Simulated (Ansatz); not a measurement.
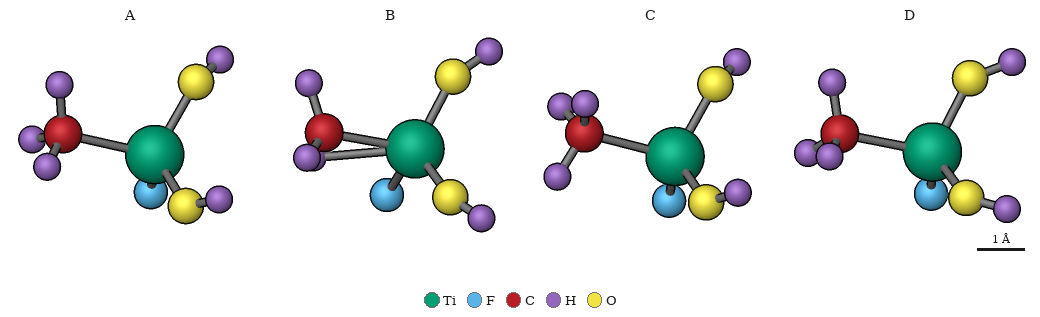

4 geometries from one relaxation of CH₅FO₂Ti, in shuffled order. The picture is a ball-and-stick view, seen at a tilt.

The run prepares an end point of a later path (reaction) calculation, from a guessed geometry.

Theory: Ansatz, RKS PBE/def2-SVP. Set-up: no spin polarisation; force threshold 0.03 eV/Å; at most 50 steps.

**Put them in the order of the run, from the start to the converged end.**

B, D, A, C. They are steps 0, 4, 12, 20, at +90.4 kJ/mol, +6.56 kJ/mol, +3.08 kJ/mol relative to the last. After 18 accepted moves (20 points after the start) the energy has fallen by 90.4 kJ/mol. Largest force component: 2.7 eV/Å at the start, 0.024 eV/Å at the end. The line search rejected the trial steps at points 7, 9 of the run. The forces were under the threshold at step 18, but the run went on from there. The atom that moves furthest after the best rigid fit is an H atom (1.12 Å). By element the largest moves are H 1.12 Å, F 0.51 Å, Ti 0.18 Å, O 0.17 Å, C 0.04 Å. Some distances before and after: H–Ti 2.231 → 2.667 Å, F–Ti 2.052 → 1.763 Å, C–Ti 2.038 → 2.080 Å, O–Ti 1.761 → 1.791 Å. Bond angles that change, for instance: Ti–O–H 162.2° → 131.2°, Ti–C–H 85.1° → 109.6°, F–Ti–C 91.0° → 106.9°. Groups turn about C–Ti by about 55°.
